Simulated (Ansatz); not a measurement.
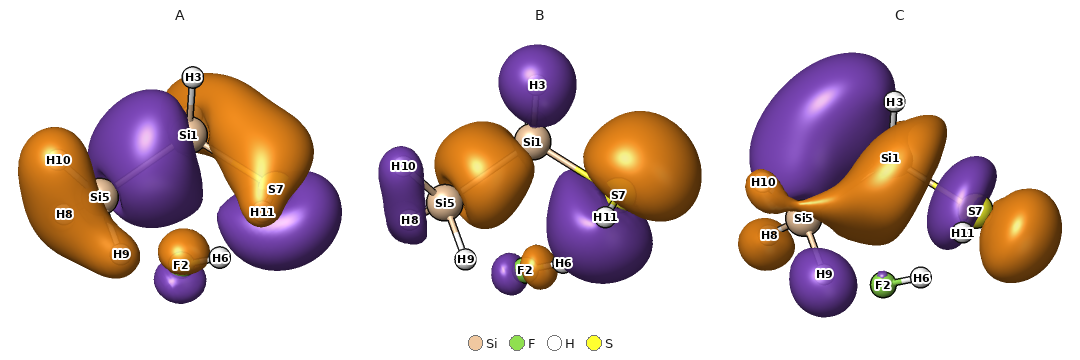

*H6SSi2···HF. Three frontier orbitals at ±0.08 Å⁻³ᐟ² (orange and purple are the two phases), in no order.*

Method: RKS r2SCANh-D4/6-31G* (Ansatz 0.2.0).

The calculation's input:

```
crystal:
  periodic: [false, false, false]
  atoms:
    - { symbol: Si, position_ang: [-0.642438, 0.349231, -0.946522] }
    - { symbol: F, position_ang: [0.031046, -2.159102, 0.522928] }
    - { symbol: H, position_ang: [-1.059024, 1.637652, -1.570362] }
    - { symbol: H, position_ang: [-1.697547, -0.650438, -1.232166] }
    - { symbol: Si, position_ang: [-0.18937, 0.657653, 1.333257] }
    - { symbol: H, position_ang: [0.743159, -2.15726, -0.058384] }
    - { symbol: S, position_ang: [1.080629, -0.401519, -2.021422] }
    - { symbol: H, position_ang: [-1.083525, -0.157724, 2.191546] }
    - { symbol: H, position_ang: [1.231694, 0.31529, 1.610747] }
    - { symbol: H, position_ang: [-0.384517, 2.094668, 1.680388] }
    - { symbol: H, position_ang: [1.969894, 0.471549, -1.510009] }
basis:
  gaussian: { orbitals: "6-31G*" }
hamiltonian:
  xc: r2scanh
  dispersion: d4
relax:
  f_tol: 0.03
  max_steps: 50
output:
  orbitals: {}
```

Command:

```sh
ansatz run input.yaml --threads 2 --pin off --max-ram 3072MiB --backend cpu --events-out ev --progress --plain --runs-dir out
```

The fields are those of the run's last geometry, not of the input's.

Which picture is the HOMO−1, the HOMO and the LUMO?

Answer. A is the HOMO−1 (−8.39 eV). By Hirshfeld shares it lies mainly on S7 (about 30 %), Si1 (about 25 %) and Si5 (about 20 %). B is the HOMO (−7.31 eV). Its weight (Hirshfeld) is mainly on S7 (about 60 %), Si1 (about 15 %) and Si5 (about 10 %). C is the LUMO (−0.95 eV). It lies mainly on Si1 (about 40 %), S7 (about 20 %) and Si5 (about 20 %).

What is the HOMO–LUMO gap?

Answer. 6.36 eV between the orbital energies.
